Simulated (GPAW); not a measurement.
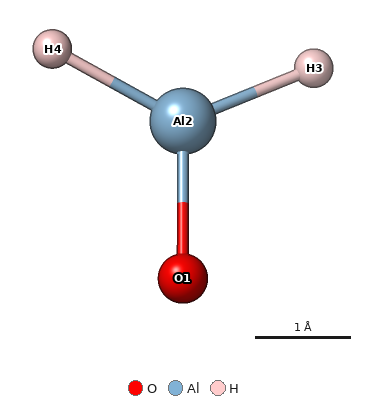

**Figure 1.** The structure as given in the input (ball-and-stick view, seen at a tilt; atoms are numbered from 1 in the order of the input). Sticks mark near contacts.

**Property calculation, with input and output: AlH$_{2}$O**

- system: AlH$_{2}$O, multiplicity 2
- method: PBE/real-space grid, UKS, scalar-relativistic datasets (GPAW 26.7.0)

The geometry comes from this level: PBE0-D4/def2-TZVP.

**Input file (calc.py)**
```python
import numpy as np
from ase.io import read
from ase.units import Debye
from gpaw import GPAW

# Atomic positions
mol = read('AlH2O.xyz')
mol.center(vacuum=4.5)
mol.set_initial_magnetic_moments([0.5, 0.5, 0.0, 0.0])

# DFT calculator
calc = GPAW(mode='fd',
            h=0.18,
            xc='PBE',
            occupations={'name': 'fermi-dirac', 'width': 0.0, 'fixmagmom': True},
            maxiter=150,
            symmetry='off',
            txt='-')
mol.calc = calc

energy = mol.get_potential_energy()
print(f'Energy                  {energy:.5f} eV')
forces = mol.get_forces()
print('Forces (eV/Ang)')
for symbol, f in zip(mol.symbols, forces):
    print(f'{symbol:2} {f[0]:9.4f} {f[1]:9.4f} {f[2]:9.4f}')
dipole = mol.get_dipole_moment() / Debye
print(f'Dipole = {np.linalg.norm(dipole):.3f} D')
print('Moments:', mol.get_magnetic_moments().round(3))
```

**File AlH2O.xyz**
```
4

O      0.062600    -0.856300     1.401400
Al     0.011300     0.029900    -0.080400
H     -1.149600    -0.360800    -1.076000
H      1.131100     1.126800    -0.265300
```

Command:
```bash
python3 -u calc.py | tee calc.out
```

**The program's output**
```
__  _  _
 | _ |_)|_||  |
 |__||  | ||/\| - 26.7.0

units:  Angstrom and eV
cores:  1
OpenMP: False

Versions:
  Python: 3.12.14
  ASE:    3.29.0
  Numpy:  2.5.5
  Scipy:  1.18.1
  Libxc:  7.0.0

        _gpaw.cpython-312-aarch64-linux-gnu.so

Input parameters:
  mode=FD(),
  h=0.18,
  maxiter=150,
  occupations=Occupations(name='fermi-dirac', width=0.0, fixmagmom=True),
  symmetry=Symmetry(point_group=False, time_reversal=False),
  xc=XC(name='PBE')

Diagonalizing LCAO Hamiltonian
Converting LCAO to fd mode
        .---------------------------.
       /|                           |
      / |                           |
     /  |                           |
    /   |                           |
   /    |                           |
  /     |                           |
 *      |                           |
 |      |                           |
 |      |                           |
 |      |         O   H             |
 |      |         Al                |
 |      |      H                    |
 |      |                           |
 |      .---------------------------.
 |     /                           /
 |    /                           /
 |   /                           /
 |  /                           /
 | /                           /
 |/                           /
 *---------------------------*

Atoms  # Å, Bohr magnetons
|   | symbol |        x |        y |        z |    initial magnetic moments |
|---|--------|----------|----------|----------|-----------------------------|
| 0 |      O | 5.712200 | 4.500000 | 6.977400 | ( 0.0000,  0.0000,  0.5000) |
| 1 |     Al | 5.660900 | 5.386200 | 5.495600 | ( 0.0000,  0.0000,  0.5000) |
| 2 |      H | 4.500000 | 4.995500 | 4.500000 | ( 0.0000,  0.0000,  0.0000) |
| 3 |      H | 6.780700 | 6.483100 | 5.310700 | ( 0.0000,  0.0000,  0.0000) |

Unit cell  # Å
| periodic |         x |         y |         z |   lengths |    angles |
|----------|-----------|-----------|-----------|-----------|-----------|
|       no | 11.280700 |  0.000000 |  0.000000 | 11.280700 | 90.000000 |
|       no |  0.000000 | 10.983100 |  0.000000 | 10.983100 | 90.000000 |
|       no |  0.000000 |  0.000000 | 11.477400 | 11.477400 | 90.000000 |

Number of symmetries: 1
Symmetry operations  # r_c * U_cc + t_c -> r_c
|   | kind |            matrix            |
|---|------|------------------------------|
| 0 |  E   |  1, 0, 0,  0, 1, 0,  0, 0, 1 |

BZ-sampling:
  Number of BZ points: 1
  Number of IBZ points: 1

  Monkhorst-Pack size: [1, 1, 1]
  Monkhorst-Pack shift: [0, 0, 0]

K-points  # in reciprocal-cell coordinates
|   |                                coordinates |     weight |
|---|--------------------------------------------|------------|
| 0 | (  0.00000000,   0.00000000,   0.00000000) | 1.00000000 |

Uniform wave function grid shape: (np.int64(63), np.int64(59), np.int64(63))
Spin-components: 2 (collinear spins)
Bands:           10
Projectors:      16
Spin-degeneracy: 1
Datatype:        float64

  Storage: CPU
  Wave functions: 37_467_360 bytes (37_467_360 per core)

Parallelization:
  kpt:    1
  domain: 1
  band:   1

Density:
  Valence electrons: 11.0
  Components: 2
  Grid points: [64 60 64]
  Charge: 0.0  # |e|

Potential:
  Grid points: [64 60 64]

species:
  O:
    name:    Oxygen
    Z:       8.0
    valence: 6
    core:    2
    charge:  0.0  # [|e|]
    file:    O.PBE.gz
    compensation charges:
      type: gauss
      rc: 0.21  # [Å]
      lmax: 2
    cutoffs:
      filter: 1.17  # [Å]
      core: 0.83  # [Å]
    projectors
    | kind |    occ | energy [eV] | rcut [Å] |
    |------|--------|-------------|----------|
    |   2s |  2.000 |     -23.961 |    0.688 |
    |   2p |  4.000 |      -9.029 |    0.598 |
    |    s |        |       3.251 |    0.688 |
    |    p |        |      18.182 |    0.598 |
    |    d |        |       0.000 |    0.619 |

    Using partial waves for O as LCAO basis

  Al:
    name:    Aluminium
    Z:       13.0
    valence: 3
    core:    10
    charge:  0.0  # [|e|]
    file:    Al.PBE.gz
    compensation charges:
      type: gauss
      rc: 0.34  # [Å]
      lmax: 2
    cutoffs:
      filter: 1.91  # [Å]
      core: 2.36  # [Å]
    projectors
    | kind |    occ | energy [eV] | rcut [Å] |
    |------|--------|-------------|----------|
    |   3s |  2.000 |      -7.753 |    1.085 |
    |   3p |  1.000 |      -2.712 |    1.085 |
    |    s |        |      19.459 |    1.085 |
    |    p |        |      24.499 |    1.085 |
    |    d |        |       0.000 |    1.085 |

    Using partial waves for Al as LCAO basis

  H:
    name:    Hydrogen
    Z:       1.0
    valence: 1
    core:    0
    charge:  0.0  # [|e|]
    file:    H.PBE.gz
    compensation charges:
      type: gauss
      rc: 0.15  # [Å]
      lmax: 2
    cutoffs:
      filter: 0.85  # [Å]
      core: 0.53  # [Å]
    projectors
    | kind |    occ | energy [eV] | rcut [Å] |
    |------|--------|-------------|----------|
    |   1s |  1.000 |      -6.494 |    0.476 |
    |    s |        |      20.717 |    0.476 |
    |    p |        |       0.000 |    0.476 |

    Using partial waves for H as LCAO basis

Reference energy: -8669.255891  # eV

eigensolver:
  PPCG
  Converge bands: occupied
  niter=2

density mixing:
  MSR1-Mixer
  Pratt-step length: 0.05
  Maximum mixing coefficient: 0.75
  Old densities: 10
  SVD Regularization: 0.005
  Good broyden scale: 1.0
  Trust region scale: 1.0
  Backstep threshold: 4.0
  History deletion threshold: 6.0
  Fourier metric: weight=20.0, sigma=0.015

occupation numbers:
  Fixed magnetic moment: 1.000
  # Zero width

FastPoissonSolver using
    Stencil: 6*3+1=19 point O(h^6) finite-difference Laplacian
    FFT axes: []
    FST axes: [np.int64(1), np.int64(0), np.int64(2)]

xc functional:
  name: PBE with 2 nearest neighbor stencil
interpolation: tri-quintic # 5. degree polynomial

Initialization done in: 2.051 s

convergence criteria:
- Maximum [total energy] change in last 3 cyles: 0.0005 eV / valence electron
- Maximum integral of absolute [dens]ity change: 0.0001 electrons / valence electron
- Maximum integral of absolute [eigenst]ate change: 4e-08 eV^2 / valence electron
maximum number of iterations: 150

SCF iterations
|iter     |     time |      energy | eigst |  dens |  magmom |
|---------|----------|-------------|-------|-------|---------|
|iter:   1| 00:00:03 |  -16.562823 | +0.89 |       |  +0.9782|
|iter:   2| 00:00:05 |  -15.969564 | -0.08 | -0.46 |  +0.9793|
|iter:   3| 00:00:07 |  -15.259129 | -0.02 | -0.51 |  +0.9843|
|iter:   4| 00:00:09 |  -14.980207 | -0.15 | -0.66 |  +0.9909|
|iter:   5| 00:00:11 |  -15.001662 | -0.47 | -0.97 |  +0.9955|
|iter:   6| 00:00:13 |  -15.022899 | -1.36 | -1.27 |  +0.9991|
|iter:   7| 00:00:15 |  -15.026888 | -1.91 | -1.76 |  +0.9998|
|iter:   8| 00:00:17 |  -15.027998c| -2.63 | -2.05 |  +1.0001|
|iter:   9| 00:00:18 |  -15.028055c| -3.13 | -2.50 |  +1.0000|
|iter:  10| 00:00:20 |  -15.028056c| -4.15 | -2.93 |  +1.0000|
|iter:  11| 00:00:22 |  -15.028058c| -4.10 | -3.15 |  +1.0000|
|iter:  12| 00:00:24 |  -15.028058c| -5.32 | -3.83 |  +1.0000|
|iter:  13| 00:00:26 |  -15.028058c| -5.91 | -4.25c|  +1.0000|
|iter:  14| 00:00:28 |  -15.028058c| -6.59 | -4.57c|  +1.0000|
|iter:  15| 00:00:30 |  -15.028058c| -7.16 | -4.91c|  +1.0000|
|iter:  16| 00:00:32 |  -15.028058c| -7.69c| -5.10c|  +1.0000|

Converged in 16 steps
SCF loop duration: 29.717 s (1.857 s/step)
Energy contributions relative to reference atoms: (reference = -8669.255891)

Energy contributions:
  Kinetic:          20.308332
  Coulomb:         -20.905052
  Zero:              0.461480
  External:          0.000000
  Xc:              -14.892819
  Entropy:           0.000000
  Spinorbit:         0.000000
  ----------------------------
  Free energy:     -15.028058
  Extrapolated:    -15.028058

dipole moment: (-0.013734, 0.237906, -0.397927)  # |e|*Ang

Total magnetic moment: (0.000000, 0.000000, 1.000000)

Local magnetic moments
|        x |        y |         z |
|----------|----------|-----------|
| 0.000000 | 0.000000 |  0.485228 |  # O    0
| 0.000000 | 0.000000 | -0.006353 |  # Al   1
| 0.000000 | 0.000000 |  0.024099 |  # H    2
| 0.000000 | 0.000000 |  0.024049 |  # H    3

Fermi levels: -4.105, -6.687
Eigenvalues  # (at kpt = [0.000, 0.000, 0.000])
| band index |      eig [eV] | occ [0-1] |      eig [eV] | occ [0-1] |
|------------|---------------|-----------|---------------|-----------|
|          0 |       -23.395 |     1.000 |       -21.961 |     1.000 |
|          1 |       -10.553 |     1.000 |       -10.341 |     1.000 |
|          2 |        -9.392 |     1.000 |        -8.118 |     1.000 |
|          3 |        -8.317 |     1.000 |        -7.839 |     1.000 |
|          4 |        -7.845 |     1.000 |        -7.291 |     1.000 |
|          5 |        -7.804 |     1.000 |        -6.083 |     0.000 |
|          6 |        -2.127 |     0.000 |        -2.117 |     0.000 |
|          7 |        -0.711 |     0.000 |        -0.631 |     0.000 |
|          8 |        -0.382 |     0.000 |        -0.330 |     0.000 |
|          9 |         1.105 |     0.000 |         1.234 |     0.000 |

Gap: 3.956 eV
Transition (v -> c):
  (s=1, k=0, n=5, [0.00, 0.00, 0.00]) -> (s=0, k=0, n=6, [0.00, 0.00, 0.00])
No difference between direct/indirect transitions
vacuum-level: 0.000  # V
Energy                  -15.02806 eV

Forces  # eV/Ang
|        x |        y |        z |
|----------|----------|----------|
|  0.02184 | -0.06536 |  0.09027 |  # O    0
|  0.00310 | -0.06893 |  0.11470 |  # Al   1
| -0.14598 | -0.03837 | -0.13908 |  # H    2
|  0.14003 |  0.14623 | -0.03897 |  # H    3

Force computation time: 0.071  # s
Forces (eV/Ang)
O     0.0218   -0.0654    0.0903
Al    0.0031   -0.0689    0.1147
H    -0.1460   -0.0384   -0.1391
H     0.1400    0.1462   -0.0390
Dipole = 2.228 D
Moments: [ 0.485 -0.006  0.024  0.024]
```

**Summary**

| quantity | value |
| --- | --- |
| outcome | converged |
| energy relative to the program's reference atoms | −15.0281 eV |
| largest force | 0.206 eV/Å |
| dipole moment | 2.23 D |
| hardware | 1 thread of Arm Neoverse V1, 24 GiB of memory available, shared host |
| wall time | 33 s |
| peak memory | 0.81 GiB |
